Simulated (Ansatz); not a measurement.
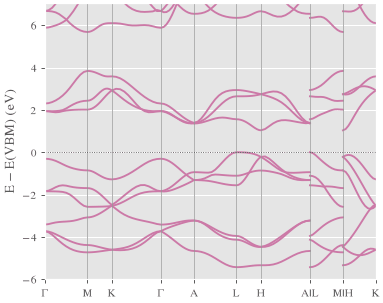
Band structure from the program Ansatz at the PBE level (PAW)

Q: Read off the gap and where the band edges lie.

A: About 1.0 eV (1.04 eV by a search for the band edges); maximum at L, minimum at H.

The material is Se (trigonal Se type, P3_121).

The cell was relaxed with PBE under the symmetry of its start. A crystal of weakly bound chains computed without a dispersion correction: the cell and the soft elastic constants depend strongly on that. Scalar-relativistic: spin–orbit coupling is off unless named, which matters more the heavier the elements.

Potentials: the later of the program's two PAW sets.
